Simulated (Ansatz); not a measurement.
# C₂H₇N: what the fields show

Input

```
crystal:
  periodic: [false, false, false]
  atoms:
    - symbol: C
      position_ang: [-0.786000, 0.493000, -0.521100]
    - symbol: C
      position_ang: [0.079100, -0.652700, -0.018000]
    - symbol: "N"
      position_ang: [1.196800, -0.274900, 0.831400]
    - symbol: H
      position_ang: [-1.603400, 0.130900, -1.151600]
    - symbol: H
      position_ang: [-0.194800, 1.198600, -1.112400]
    - symbol: H
      position_ang: [-1.227000, 1.045500, 0.313900]
    - symbol: H
      position_ang: [0.480900, -1.211500, -0.869300]
    - symbol: H
      position_ang: [-0.539300, -1.362800, 0.540400]
    - symbol: H
      position_ang: [0.864200, 0.221000, 1.650200]
    - symbol: H
      position_ang: [1.812700, 0.361800, 0.339500]
basis:
  gaussian: {orbitals: def2-SVP}
accuracy: high
output: {forces: true, orbitals: {seedname: orbitals}}
hamiltonian: {xc: hf}
```

Launched as:

```sh
ansatz run molecule.yaml --threads 1 --pin off --max-ram 2610MiB --events-out events.jsonl --progress --plain --runs-dir runs
```

Geometry: PBE0-D4/def2-TZVP.

Method: isolated molecule in a Gaussian basis; Hartree-Fock in Ansatz.

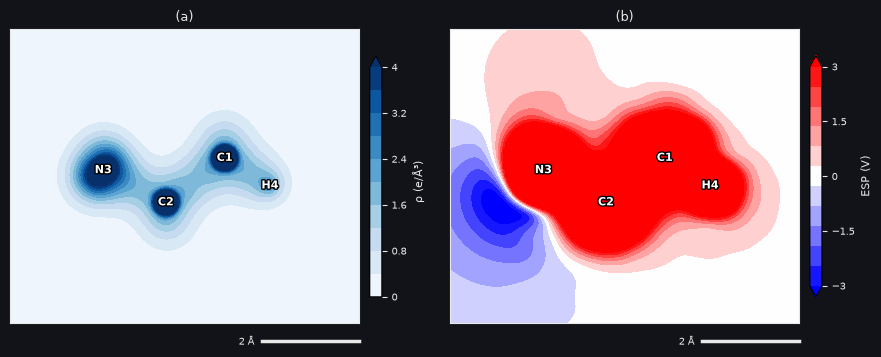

Figure 1. (a) electron density; (b) electrostatic potential on the plane of atoms C2, C1 and H4.

Question: What do the fields say about this system?

Answer: Atoms in the plane: C, N and H. C–N (1.45 Å): the density is about 2 e/Å³ at the midpoint. C–C (1.52 Å): ρ is about 1.7 e/Å³ halfway. C–H (1.09 Å): the density is about 1.9 e/Å³ at the midpoint. Outside the dense part of the molecule the potential is most negative (−3.5 V) near N3.

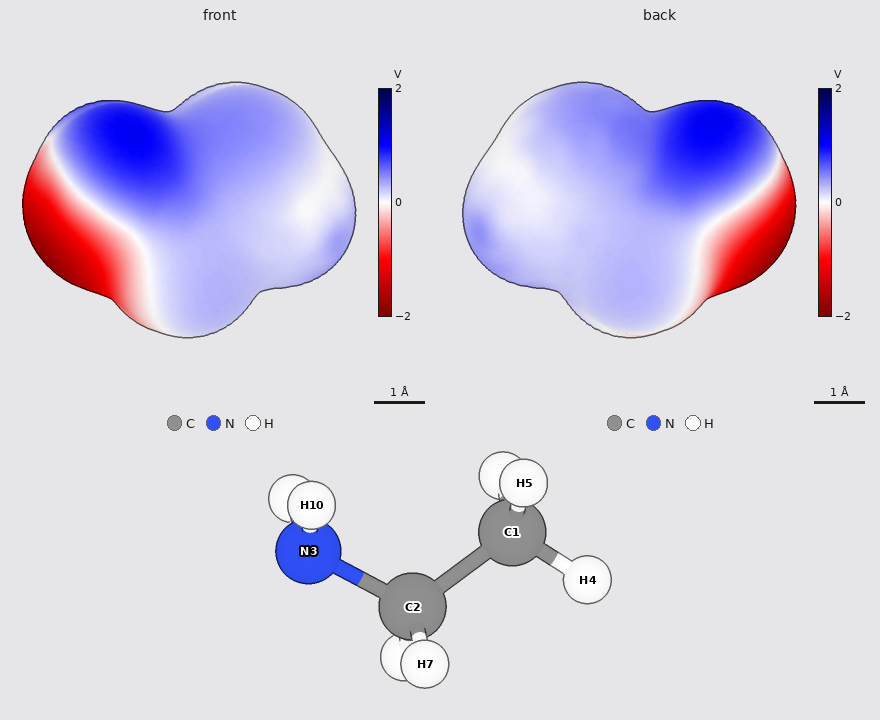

Figure 2. The electrostatic potential painted on the density surface at 0.001 e/bohr³, seen from the front and from behind; red is negative and blue positive. The bare structure is drawn below in the same view.

Question: Which sites attract a positive test charge, and which a negative one?

Answer: A positive charge is drawn to the negative regions and a negative charge to the positive ones. The most negative region (about −1.8 V) lies over N3, the most positive (about +1.0 V) over H9 and H10. N3 is the likeliest acceptor of a hydrogen bond.

Question: How polar is the molecule by this calculation?

Answer: Its dipole moment is 1.41 D.

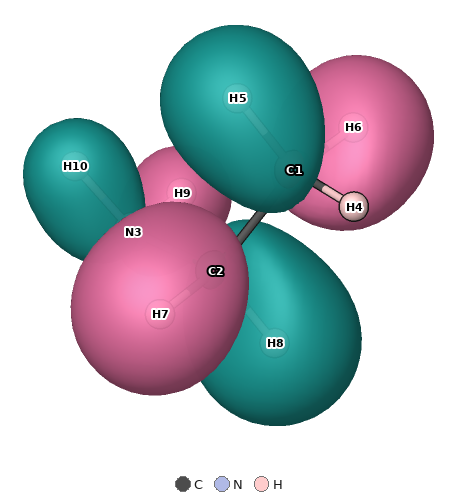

Figure 3. The HOMO−1 at ±0.1 Å⁻³ᐟ² (teal and pink are the two phases), seen at an oblique angle.

Question: Describe this orbital and give its energy.

Answer: Its weight (Hirshfeld) is mainly on C2 (about 25 %), C1 (about 15 %), H7 (about 15 %), H8 (about 15 %), H6 (about 10 %) and H5 (about 10 %). Its energy is −13.08 eV.
